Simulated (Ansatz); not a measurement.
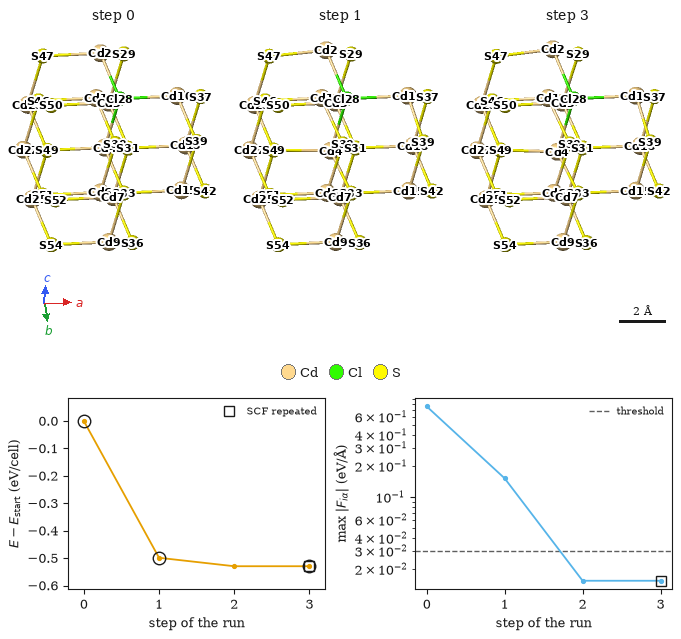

Frames of a relaxation of a defect cell of composition Cd27S26Cl (cell charge +1), marked on the history of the run. The picture is a ball-and-stick view of the atoms within 5.8 Å of the atom that moves most (axes of the cell of the calculation (origin shifted)), seen from a free direction.

Level of theory: Ansatz 0.2.0, DFT, PBE, plane-wave PAW, default files, scalar-relativistic. Set-up: plane-wave cutoff 420 eV; k-point mesh 2 × 2 × 2; occupations fermi dirac; smearing width 0.01 eV; no spin polarisation; atoms relaxed in a fixed cell; force threshold 0.03 eV/Å; at most 40 steps.

> What happens along the run?

The largest moves, 0.22 Å, are those of Cd1, Cd2, Cd4 and Cd10. Cd4 goes along [−1 3 −1]. By element the largest moves are Cd 0.22 Å, S 0.03 Å. Cl stays in place. The cell stays as it was. Some distances before and after: Cd10–Cl28 2.526 → 2.743 Å, Cd10–S37 2.526 → 2.482 Å, Cd13–S42 2.526 → 2.510 Å, Cd25–S49 2.526 → 2.538 Å. Among the angles between lasting bonds that change: Cd4–S33–Cd9 109.5° → 103.7°, Cl28–Cd4–S31 109.5° → 104.4°, S31–Cd4–S33 109.5° → 114.1°. The energy falls by 0.530 eV per cell of the calculation in 2 accepted moves (3 points after the start). Largest force component: 0.75 eV/Å at the start, 0.015 eV/Å at the end. 1 step only repeated the SCF at the same geometry. The run took 2.8 min on 4 threads of Intel(R) Xeon(R) Platinum 8259CL CPU @ 2.50GHz (Skylake/Cascade Lake), on a shared host, peak memory 6.7 GiB. From step 0 to 1: Cd atoms move most (0.16 Å), energy −0.499 eV per cell of the calculation. From step 1 to 3: Cd atoms move most (0.05 Å), energy −30.8 meV per cell of the calculation.

Limits of the set-up: the cell is charged, on a uniform background, and energies carry no finite-size correction.
